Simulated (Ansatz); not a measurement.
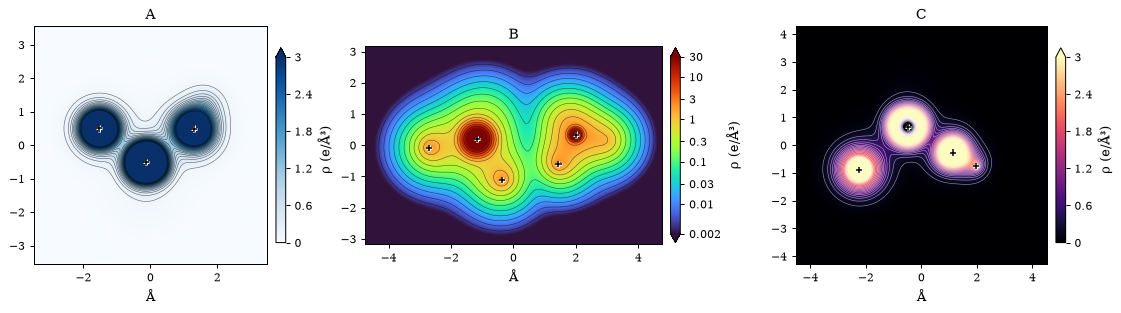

The total electron density of 3 systems, each on a plane through atoms (crosses mark nuclei in the plane).

The calculation used Ansatz 0.2.0, RKS PBE0/def2-SVP.

System 1: GeH4O···CH4, the plane of atoms H9, Ge1 and H10. 

```xyz
11

Ge   -0.0630   -0.3832   -0.5027
C     0.4028   -0.0973    2.6208
H    -0.4584    0.4741    2.2506
H     0.2937   -0.2646    3.7013
H     1.3337    0.4538    2.4326
H     1.1537    0.5502   -0.3593
O    -1.5398    0.4316    0.0979
H    -2.0691    0.7747   -0.6292
H    -0.2782   -0.7251   -1.9950
H     0.1337   -1.6560    0.3476
H     0.4353   -1.0693    2.0987
```

System 2: Cl3HOZr, the plane of atoms Cl2, Zr1 and O5. Core potentials replace the inner electrons of Zr.

```xyz
6

Zr    0.0032    0.0414    0.1260
Cl    0.1504    0.2583    2.4548
Cl    2.1494   -0.1086   -0.8033
Cl   -1.1374    1.8770   -0.7805
O    -0.9475   -1.5273   -0.2791
H    -1.4333   -2.3284   -0.4825
```

System 3: ClF2HOTi, the plane of atoms O2, Ti1 and F6. 

```
atom    x (Å)    y (Å)    z (Å)
  Ti  -0.0958   0.0404  -0.0489
   O  -0.3706   0.1064   1.6689
   H  -0.3574  -0.4324   2.4664
  Cl   2.0559  -0.0569  -0.4499
   F  -0.7905   1.4468  -0.7803
   F  -0.8400  -1.3858  -0.6871
```

> Which map belongs to which system?

Panel A is system 3, ClF2HOTi: the plane holds Ti, O and F. Ti–F (1.73 Å): ρ at the midpoint is about 1.1 e/Å³. Panel B is system 1, GeH4O···CH4: the plane holds Ge, C and H. H10···H11 (1.87 Å): the density falls to about 0.12 e/Å³ on the way. Panel C is system 2, Cl3HOZr: the plane holds Zr, Cl, O and H. Zr–O (1.88 Å): ρ at the midpoint is about 0.98 e/Å³.
